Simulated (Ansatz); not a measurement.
A series of calculations on GaH$_{2}$Cl

**1. Relaxation**

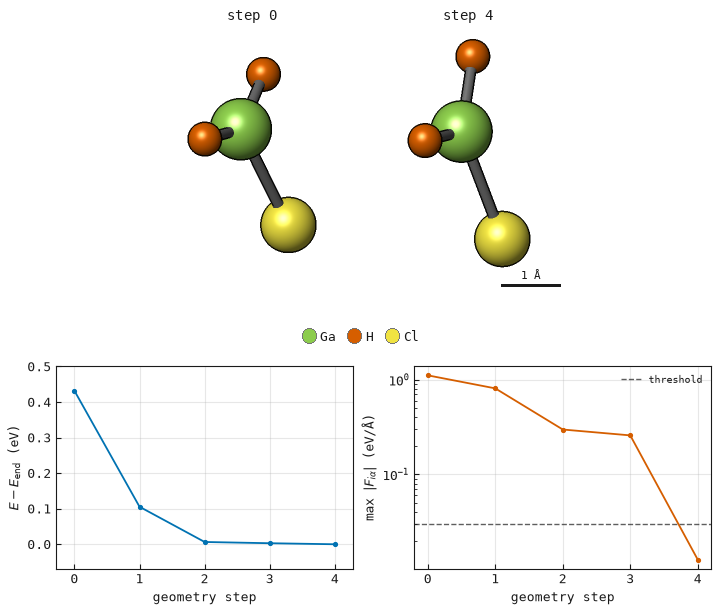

First and last geometry of a relaxation of GaH2Cl, with the history of the run. The picture is a ball-and-stick view, seen from a free direction.

The run prepares an end point of a later path (reaction) calculation, from a guessed geometry.

Level of theory: RKS B3LYP/def2-SVP in Ansatz 0.2.0. Settings: no spin polarisation; force threshold 0.03 eV/Å; at most 50 steps.

Question: What do the curves and the structures tell?

Answer: It converged. The largest move after the best rigid fit is that of an H atom, 0.36 Å. Largest moves by element: H 0.36 Å, Cl 0.29 Å, Ga 0.18 Å. Among the contacts that change: Cl–Ga 2.207 → 2.171 Å, Ga–H 1.550 → 1.561 Å. Among the angles between lasting bonds that change: H–Ga–Cl 86.4° → 115.3°, H–Ga–H 148.6° → 129.4°, Cl–Ga–H 125.0° → 115.3°. The energy falls by 0.432 eV in 4 geometry steps. Largest force component: 1.1 eV/Å at the start, 0.013 eV/Å at the end.

```
step  E − E(0), eV  largest force component, eV/Å
   0        0.0000                         1.1136
   1       -0.3264                         0.8113
   2       -0.4255                         0.2983
   3       -0.4290                         0.2587
   4       -0.4319                         0.0126
```

**2. Relaxation**

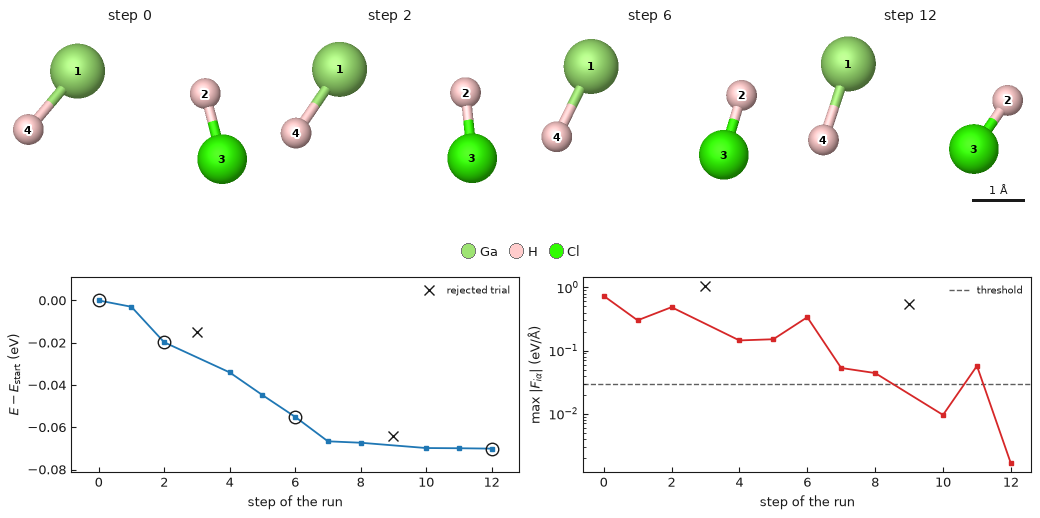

Frames of a relaxation of GaH$_{2}$Cl, marked on the history of the run. The picture is a ball-and-stick view, seen at a tilt.

The run prepares an end point of a later path (reaction) calculation, from a guessed geometry.

All numbers below come from RKS B3LYP/def2-SVP (Ansatz 0.2.0). Set-up: no spin polarisation; force threshold 0.03 eV/Å; at most 50 steps.

Describe the path.

The energy falls by 0.070 eV in 10 accepted moves (12 points after the start). The largest force component goes from 0.74 to 0.0016 eV/Å. The line search rejected the trial steps at points 3, 9 of the run. The forces were under the threshold at step 10, but the run went on from there. The largest move after the best rigid fit is that of Cl3, 0.63 Å. By element the largest moves are Cl 0.63 Å, H 0.49 Å, Ga 0.23 Å. Some distances before and after: Ga1–Cl3 3.442 → 3.065 Å, H2–Cl3 1.336 → 1.292 Å, Ga1–H4 1.683 → 1.689 Å. Cost: 21 s on 1 thread of Arm Neoverse V1, on a shared host, peak memory 0.11 GiB. From step 0 to 2: Cl3 moves most (0.22 Å), energy −0.020 eV. From step 2 to 6: H2 moves most (0.35 Å), energy −0.035 eV. From step 6 to 12: Cl3 moves most (0.23 Å), energy −0.015 eV.

| step | E − E(0), eV | largest force component, eV/Å | note |
| --- | --- | --- | --- |
| 0 | 0.0000 | 0.7360 |  |
| 1 | -0.0030 | 0.3014 |  |
| 2 | -0.0198 | 0.4865 |  |
| 3 | -0.0150 | 1.0678 | rejected |
| 4 | -0.0340 | 0.1447 |  |
| 5 | -0.0447 | 0.1511 |  |
| 6 | -0.0551 | 0.3375 |  |
| 7 | -0.0666 | 0.0529 |  |
| 8 | -0.0673 | 0.0440 |  |
| 9 | -0.0640 | 0.5395 | rejected |
| 10 | -0.0698 | 0.0095 |  |
| 11 | -0.0699 | 0.0571 |  |
| 12 | -0.0701 | 0.0016 |  |

Limits of the set-up: the start holds two separate molecules, 2.8 Å apart at their closest, whose relative position is a soft coordinate and is computed without a dispersion correction.

**3. Path**

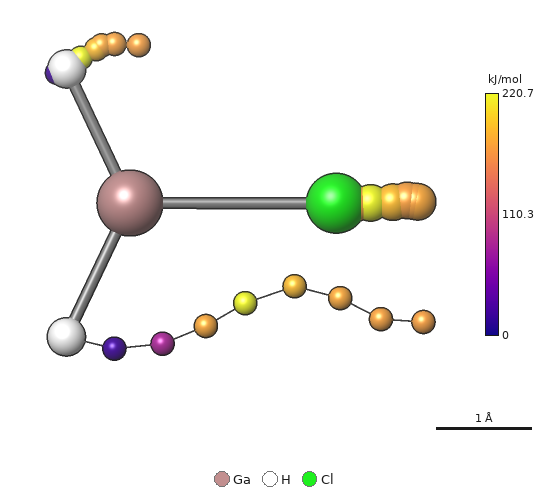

A search for the minimum-energy path of GaH$_{2}$Cl by the nudged elastic band. Images are numbered from 0 (start) to 8 (end). The start is drawn whole; smaller spheres mark the moving atoms (H, Cl) in the later images, joined by lines and coloured by the energy of the image relative to the start. A ball-and-stick model, seen face on.

Level of theory: RKS B3LYP/def2-SVP in Ansatz.

Input file:
```yaml
crystal:
  periodic: [false, false, false]
  atoms:
    - { symbol: Ga, position_ang: [0.293168, 0.0, 0.354709] }
    - { symbol: H, position_ang: [0.152212, 0.0, 1.909547] }
    - { symbol: Cl, position_ang: [2.331094, 0.0, -0.392889] }
    - { symbol: H, position_ang: [-0.818774, 0.0, -0.741167] }
basis:
  gaussian: { orbitals: def2-SVP }
hamiltonian:
  xc: b3lyp
neb:
  order_check: false
  images: 7
  f_tol: 0.03
  max_iterations: 60
  final_atoms:
    - { symbol: Ga, position_ang: [-1.14402573, 0.0, 0.14468741] }
    - { symbol: H, position_ang: [1.8613585, 0.0, 1.87363098] }
    - { symbol: Cl, position_ang: [1.88976503, 0.0, 0.58180996] }
    - { symbol: H, position_ang: [-0.64939781, 0.0, -1.46992835] }
  initial_path:
    images:
      - { positions_ang: [[0.293168, 0.0, 0.354709], [0.152212, 0.0, 1.909547], [2.331094, 0.0, -0.392889], [-0.818774, 0.0, -0.741167]] }
      - { positions_ang: [[0.21987651, 0.0, 0.26603087], [0.34160678, 0.0, 1.811736], [2.35019529, 0.0, -0.19543831], [-0.95397858, 0.0, -0.75212857]] }
      - { positions_ang: [[0.14658501, 0.0, 0.17735274], [0.53100156, 0.0, 1.71392501], [2.36929659, 0.0, 0.00201238], [-1.08918317, 0.0, -0.76309014]] }
      - { positions_ang: [[0.07329352, 0.0, 0.08867462], [0.72039635, 0.0, 1.61611401], [2.38839788, 0.0, 0.19946308], [-1.22438775, 0.0, -0.7740517]] }
      - { positions_ang: [[2.03e-06, 0.0, -3.51e-06], [0.90979113, 0.0, 1.51830302], [2.40749918, 0.0, 0.39691377], [-1.35959234, 0.0, -0.78501327]] }
      - { positions_ang: [[-0.28600491, 0.0, 0.03616922], [1.14768297, 0.0, 1.60713501], [2.27806564, 0.0, 0.44313782], [-1.1820437, 0.0, -0.95624204]] }
      - { positions_ang: [[-0.57201185, 0.0, 0.07234195], [1.38557482, 0.0, 1.695967], [2.14863211, 0.0, 0.48936186], [-1.00449507, 0.0, -1.12747081]] }
      - { positions_ang: [[-0.85801879, 0.0, 0.10851468], [1.62346666, 0.0, 1.78479899], [2.01919857, 0.0, 0.53558591], [-0.82694644, 0.0, -1.29869958]] }
      - { positions_ang: [[-1.14402573, 0.0, 0.14468741], [1.8613585, 0.0, 1.87363098], [1.88976503, 0.0, 0.58180996], [-0.64939781, 0.0, -1.46992835]] }
```

Run as
```bash
ansatz run input.yaml --threads 1 --pin off --max-ram 2048MiB --backend cpu --events-out ev --progress --plain --runs-dir out
```

Q: Describe the path and its energy.

A: Breaking: Cl–Ga (2.17 → 3.07 Å), Ga–H (1.56 → 3.47 Å). Forming: Cl–H (3.17 → 1.29 Å). The energy climbs by 220.7 kJ/mol to image 4 and then falls by 49.8 kJ/mol, so the end point sits at +170.9 kJ/mol. The band converged in 11 iterations, with a climbing image at the top. At the top, the vibrational analysis gives one imaginary mode (920i cm⁻¹), as a transition state must have.
